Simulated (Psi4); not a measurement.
**A workflow on CH5B (BH2Me)**

Wanted: a structure relaxation (HF-3c/MINIX), then vibrational wavenumbers, then the energy (MP2/cc-pVTZ) of CH5B (BH2Me). 

The results are computed with Psi4 1.11.

**1. The structure to begin with**

CH5B: 7 atoms, total charge 0, spin state singlet. SMILES: `[H]B([H])C`. The shape is that of a GFN2-xTB optimisation. The run starts from this shape.

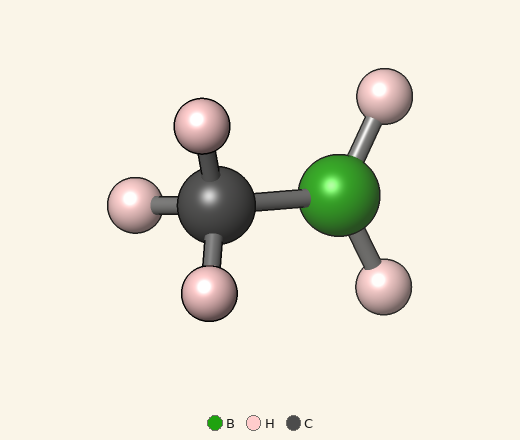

The structure, seen from a chosen angle (boron green, hydrogen pink, carbon dark grey).

**2. A geometry optimisation at HF-3c/MINIX (density fitting) (run 1)**

The input, job.py:

```python
import psi4

psi4.set_memory(1600000000)
psi4.set_num_threads(1)
psi4.set_output_file('output.dat', False)

molecule = psi4.geometry("""
0 1
B      0.444840     0.781100     0.006260
H      1.614940     0.782320     0.008990
H     -0.129680     1.798100    -0.061390
C     -0.337160    -0.573970     0.039720
H     -0.405600    -0.929380    -0.991140
H     -1.358290    -0.496260     0.405500
H      0.170950    -1.361910     0.592050
""")

psi4.set_options(dict(geom_maxiter=60))

energy_value, wavefunction = psi4.optimize('HF-3C', molecule=molecule, return_wfn=True)
print(f'total energy {energy_value:.8f} hartree = {energy_value * 27.211386:.5f} eV')
print(molecule.to_string(dtype='xyz', units='Angstrom'))
```

Started as:

```bash
$ python job.py
```

output.dat:

```text
[...]
  Running in c1 symmetry.
[...]
  Nuclear repulsion =   31.931012594416508
[...]
  Multiplicity = 1
[...]
  Nalpha       = 8
  Nbeta        = 8
[...]
    Number of basis functions: 15
[...]
   @DF-RHF iter   1:   -65.01359699757583   -1.82350e+00   5.06513e-03 ADIIS/DIIS
[...]
   @DF-RHF iter   6:   -65.02120707458397   -9.94760e-13   5.89059e-09 DIIS
[...]
    Orbital Energies [Eh]
    ---------------------
    Doubly Occupied:
       1A    -11.120494     2A     -7.556329     3A     -0.948479
       4A     -0.671991     5A     -0.573094     6A     -0.551894
       7A     -0.468874     8A     -0.462060
[...]
  @DF-RHF Final Energy:   -65.02120707458397
   => Energetics <=
    Nuclear Repulsion Energy =             31.5981310807722728
    One-Electron Energy =                -148.5152291952614121
    Two-Electron Energy =                  51.9043992725925847
    Total Energy =                        -65.0212070745839696
[...]
 Multipole Moments:
 ------------------------------------------------------------------------------------
     Multipole            Electronic (a.u.)      Nuclear  (a.u.)        Total (a.u.)
 ------------------------------------------------------------------------------------
 L = 1.  Multiply by 2.5417464519 to convert [e a0] to [Debye]
 Dipole X            :          0.5289961           -0.6093181           -0.0803220
 Dipole Y            :          0.9460996           -1.1076491           -0.1615495
 Dipole Z            :          0.0588612           -0.1011105           -0.0422493
 Magnitude           :                                                    0.1852967
[...]
  -Total Gradient:
     Atom            X                  Y                   Z
    ------   -----------------  -----------------  -----------------
       1        0.000015056517     0.000053830550    -0.000040595220
       2       -0.000016558379    -0.000013897830    -0.000009365232
       3        0.000014789391    -0.000013884401     0.000018112611
       4       -0.000094933799    -0.000093408590     0.000081109846
       5        0.000039833035     0.000031936208    -0.000000733067
       6        0.000064854774    -0.000009845379    -0.000026870836
       7       -0.000023041539     0.000045269441    -0.000021658103
[...]
    Final optimized geometry and variables:
    Molecular point group: c1
    Full point group: C1
    Geometry (in Angstrom), charge = 0, multiplicity = 1:
    B            0.425447327163     0.740663366775    -0.008292726845
    H            1.612270705814     0.753403671043     0.002375135416
    H           -0.149046968617     1.776990735084    -0.076225762640
    C           -0.372084384244    -0.643563326481     0.017374813940
    H           -0.445342416537    -0.999483478172    -1.010002674009
    H           -1.381776576724    -0.546494791815     0.392451203711
    H            0.146727671008    -1.412495656112     0.575111470245
[...]
```

On the terminal:

```text
Optimizer: Optimization complete!
total energy -65.02120707 hartree = -1769.31716 eV
7
0 1 BCH5
B                     0.425447327163     0.740663366775    -0.008292726845
H                     1.612270705814     0.753403671043     0.002375135416
H                    -0.149046968617     1.776990735084    -0.076225762640
C                    -0.372084384244    -0.643563326481     0.017374813940
H                    -0.445342416537    -0.999483478172    -1.010002674009
H                    -1.381776576724    -0.546494791815     0.392451203711
H                     0.146727671008    -1.412495656112     0.575111470245
```

Wall time 5.7 s (1 thread of Intel Xeon Platinum 8375C at 2.90GHz (Ice Lake), shared host); peak memory 0.2 GiB.

The path in brief:

```csv
step,energy from the first frame kept (eV),largest force (eV/Å)
0,0.0000,1.3301
1,-0.0264,0.1426
2,-0.0207,0.4872
3,-0.0287,0.0180
4,-0.0287,0.0080
```

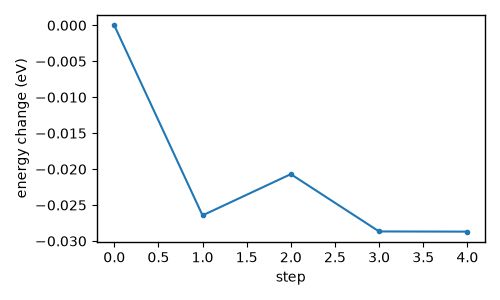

Energy along the run.

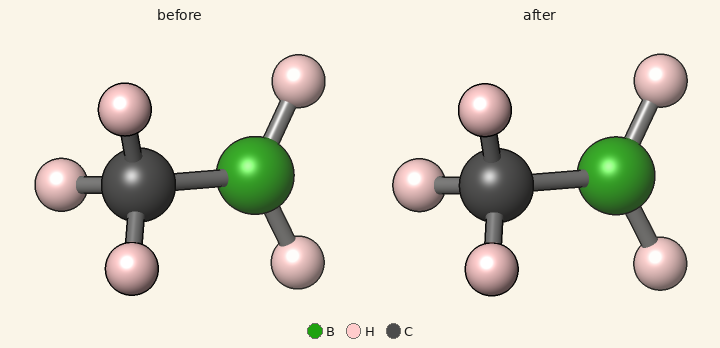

Before and after, at one scale.

After the run. Bond lengths: B1–C4 1.598 Å, B1–H2 1.187 Å, B1–H3 1.187 Å, C4–H5 1.090 Å, C4–H6 1.081 Å, C4–H7 1.082 Å. Angles: B1–C4–H5 107.5°, B1–C4–H6 113.2°, B1–C4–H7 112.6°, H2–B1–C4 120.5°, H3–B1–C4 121.0°, H5–C4–H6 107.1°, H5–C4–H7 106.6°, H6–C4–H7 109.4°, H2–B1–H3 118.4°.

**3. The harmonic vibrations at HF-3c/MINIX (density fitting) (run 2)**

The input, ch5b.py:

```python
import psi4

psi4.set_memory(1600000000)
psi4.set_num_threads(1)
psi4.set_output_file('ch5b.out', False)

geom = psi4.geometry("""
0 1
B      0.451935     0.794248     0.009505
H      1.638758     0.806989     0.020173
H     -0.122559     1.830576    -0.058428
C     -0.345597    -0.589978     0.035173
H     -0.418855    -0.945898    -0.992205
H     -1.355289    -0.492910     0.410249
H      0.173215    -1.358911     0.592910
symmetry c1
""")

psi4.set_options(dict(t=298.15, rotational_symmetry_number=1))

energy_value = psi4.frequency("hf-3c")
print('E =', round(energy_value, 9))
for k, v in sorted(psi4.core.scalar_variables().items()):
    print(f'{k:45s} {v:18.10f}')
```

Started as:

```bash
$ python ch5b.py
```

ch5b.out, cut to the lines that bear on the results:

```text
[...]
  Running in c1 symmetry.
[...]
  Nuclear repulsion =   31.598131997775312
[...]
  Multiplicity = 1
[...]
  Nalpha       = 8
  Nbeta        = 8
[...]
    Number of basis functions: 15
[...]
   @DF-RHF iter   1:   -65.01464685375883   -1.85740e+00   5.12615e-03 ADIIS/DIIS
[...]
  -Total Gradient:
     Atom            X                  Y                   Z
    ------   -----------------  -----------------  -----------------
       1        0.000015344194     0.000053293107    -0.000040689942
       2       -0.000016784945    -0.000013803543    -0.000009341573
       3        0.000014705318    -0.000013638668     0.000018124761
       4       -0.000095381963    -0.000092644864     0.000081292317
       5        0.000039783538     0.000031881498    -0.000001072465
       6        0.000065143027    -0.000009971722    -0.000026990046
       7       -0.000022809170     0.000044884192    -0.000021323053
[...]
   @DF-RHF iter   9:   -65.02120707454533   -8.52651e-14   3.18052e-09 DIIS
[...]
    Orbital Energies [Eh]
    ---------------------
[...]
  @DF-RHF Final Energy:   -65.02120707454533
   => Energetics <=
    Nuclear Repulsion Energy =             31.5981319977753117
    One-Electron Energy =                -148.5152313851125712
    Two-Electron Energy =                  51.9044005443566405
    Total Energy =                        -65.0212070745453303
[...]
 Multipole Moments:
 ------------------------------------------------------------------------------------
     Multipole            Electronic (a.u.)      Nuclear  (a.u.)        Total (a.u.)
 ------------------------------------------------------------------------------------
[...]
  ==> Harmonic Vibrational Analysis <==
[...]
  Freq [cm^-1]                 66.9430             767.3031            774.3151
[...]
  IR activ [km/mol]             2.6485              0.7200              0.4918
[...]
  Freq [cm^-1]                1038.7572           1210.7732           1222.2580
[...]
  IR activ [km/mol]            14.8508             122.0400            34.9528
[...]
  Freq [cm^-1]                1394.9302           1605.0594           1719.1854
[...]
  IR activ [km/mol]            30.2335             40.6500              7.4886
[...]
  Freq [cm^-1]                1738.1789           3036.0289           3157.9442
[...]
  IR activ [km/mol]             4.2832              0.0996              1.3596
[...]
  Freq [cm^-1]                3517.8986           3642.4545           3702.8144
[...]
```

The script printed:

```text
Warning: used thermodynamics relations inappropriate for low-frequency modes: ['66.9430']
E = -65.021207075
CURRENT ENERGY                                    -65.0212070745
CURRENT REFERENCE ENERGY                          -65.0212070745
DD SOLVATION ENERGY                                 0.0000000000
DISPERSION CORRECTION ENERGY                       -0.0085082316
ENTHALPY                                          -64.9512344983
ENTHALPY CORRECTION                                 0.0699725763
GIBBS FREE ENERGY                                 -64.9799752255
GIBBS FREE ENERGY CORRECTION                        0.0412318490
HF KINETIC ENERGY                                  64.7849614930
HF POTENTIAL ENERGY                              -129.8061685676
HF TOTAL ENERGY                                   -65.0126988430
HF VIRIAL RATIO                                     2.0036466114
HF3C DISPERSION CORRECTION ENERGY                  -0.0155152561
NUCLEAR REPULSION ENERGY                           31.5981319978
ONE-ELECTRON ENERGY                              -148.5152313851
PCM POLARIZATION ENERGY                             0.0000000000
PE ENERGY                                           0.0000000000
SCF ITERATION ENERGY                              -65.0212070745
SCF ITERATIONS                                      9.0000000000
SCF TOTAL ENERGY                                  -65.0212070745
THERMAL ENERGY                                    -64.9521786828
THERMAL ENERGY CORRECTION                           0.0690283917
TWO-ELECTRON ENERGY                                51.9044005444
ZERO K ENTHALPY                                   -64.9560632269
ZPVE                                                0.0651438477
```

Run time: 5.1 s. Hardware: 1 thread of Intel Xeon Platinum 8375C at 2.90GHz (Ice Lake), shared host; peak memory 0.22 GiB.

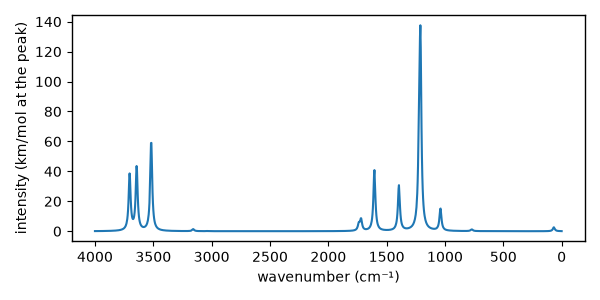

Harmonic infrared spectrum, unscaled, lines broadened by 10 cm⁻¹.

**4. A single-point energy at MP2/cc-pVTZ (density fitting, density fitting for correlation) (run 3)**

The input, job.in:

```
memory 1.6 GB

molecule mol {
  0 1
  B      0.451935     0.794248     0.009505
  H      1.638758     0.806989     0.020173
  H     -0.122559     1.830576    -0.058428
  C     -0.345597    -0.589978     0.035173
  H     -0.418855    -0.945898    -0.992205
  H     -1.355289    -0.492910     0.410249
  H      0.173215    -1.358911     0.592910
  symmetry c1
}

set basis cc-pVTZ
set freeze_core true

e, wfn = energy('mp2', return_wfn=True)
```

Started as:

```bash
$ psi4 job.in job.out -n 1
```

job.out:

```text
[...]
  Running in c1 symmetry.
[...]
  Nuclear repulsion =   31.598131997775312
[...]
  Multiplicity = 1
[...]
  Nalpha       = 8
  Nbeta        = 8
[...]
    Number of basis functions: 130
[...]
   @DF-RHF iter   1:   -65.39010741307489   -7.61812e-01   2.71528e-03 ADIIS/DIIS
[...]
   @DF-RHF iter  10:   -65.46619833640520   -2.14868e-11   7.73835e-09 DIIS
[...]
    Orbital Energies [Eh]
    ---------------------
    Doubly Occupied:
       1A    -11.196102     2A     -7.601154     3A     -0.948301
       4A     -0.669035     5A     -0.570491     6A     -0.548306
       7A     -0.468829     8A     -0.466509
[...]
  @DF-RHF Final Energy:   -65.46619833640520
   => Energetics <=
    Nuclear Repulsion Energy =             31.5981319977753117
    One-Electron Energy =                -149.1912060830330233
    Two-Electron Energy =                  52.1268757488525125
    Total Energy =                        -65.4661983364051991
[...]
 Multipole Moments:
 ------------------------------------------------------------------------------------
     Multipole            Electronic (a.u.)      Nuclear  (a.u.)        Total (a.u.)
 ------------------------------------------------------------------------------------
 L = 1.  Multiply by 2.5417464519 to convert [e a0] to [Debye]
 Dipole X            :          0.5296849           -0.6093183           -0.0796334
 Dipole Y            :          0.9616366           -1.1076483           -0.1460117
 Dipole Z            :          0.0911541           -0.1011104           -0.0099563
 Magnitude           :                                                    0.1666134
[...]
```

Run time: 2.6 s. Hardware: 1 thread of Intel Xeon Platinum 8375C at 2.90GHz (Ice Lake), shared host; peak memory 0.24 GiB.

**5. Summary of results**

```
                                                                     quantity             value
                                  run 1, HF-3c/MINIX: total energy at the end      -65.02121 Eh
                                            run 1, HF-3c/MINIX: dipole moment            0.47 D
                                              run 1, HF-3c/MINIX: HOMO energy         -12.57 eV
                                              run 1, HF-3c/MINIX: LUMO energy           4.11 eV
                                            run 1, HF-3c/MINIX: HOMO–LUMO gap          16.68 eV
                               run 2, HF-3c/MINIX: lowest harmonic wavenumber           67 cm⁻¹
                              run 2, HF-3c/MINIX: highest harmonic wavenumber         3703 cm⁻¹
                                        run 2, HF-3c/MINIX: zero-point energy      171.0 kJ/mol
run 2, HF-3c/MINIX: ideal-gas entropy at 298.15 K (symmetry number 1 as used)  60.5 cal/(mol K)
                                             run 3, MP2/cc-pVTZ: total energy      -65.75368 Eh
                      run 3, MP2/cc-pVTZ: HOMO energy (Hartree–Fock orbitals)         -12.69 eV
                      run 3, MP2/cc-pVTZ: LUMO energy (Hartree–Fock orbitals)           2.25 eV
                    run 3, MP2/cc-pVTZ: HOMO–LUMO gap (Hartree–Fock orbitals)          14.94 eV
              run 3, MP2/cc-pVTZ: correlation energy (2 core orbitals frozen)        -287.5 mEh
```

The optimisation (run 1, HF-3c/MINIX) took 5 steps and changed the energy by -0.029 eV. All 15 modes (run 2, HF-3c/MINIX) are real, so the shape is a minimum at this level.
